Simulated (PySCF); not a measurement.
SMILES CO[Si](OC)(OC)OC (C4H12O4Si) at its GFN2-xTB optimised geometry (Å):

```
21

C     -1.4652    -1.0090    -2.5910
O     -1.3914    -1.5142    -1.2817
Si    -0.6514    -0.8443     0.0000
O      0.9732    -0.8443     0.0000
C      1.8307    -1.9443     0.1722
O     -1.0933    -1.7373     1.2833
C     -2.3859    -2.1731     1.6210
O     -1.0954     0.7185     0.0000
C     -0.5864     1.7556     0.8001
H     -0.4824    -1.0321    -3.0667
H     -1.8296     0.0187    -2.5841
H     -2.1561    -1.6436    -3.1472
H      1.7599    -2.6232    -0.6803
H      1.5735    -2.4906     1.0801
H      2.8473    -1.5569     0.2481
H     -2.8473    -2.6891     0.7785
H     -3.0147    -1.3262     1.9036
H     -2.2898    -2.8557     2.4660
H     -1.0191     2.6891     0.4387
H      0.5005     1.7975     0.7252
H     -0.8626     1.6044     1.8458
```

Method: PBE/def2-SVP run with PySCF. Cells within 0.4 Å of a nucleus heavier than hydrogen are left out (blank, or x).

Map of the deformation density (molecule minus spherical neutral atoms) (e/bohr³) on the plane z = 1.0 Å:

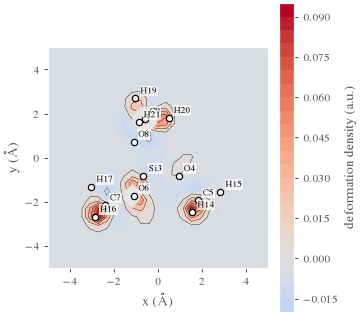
*Deformation density (molecule minus spherical neutral atoms) (e/bohr³) on the plane z = 1.0 Å.*
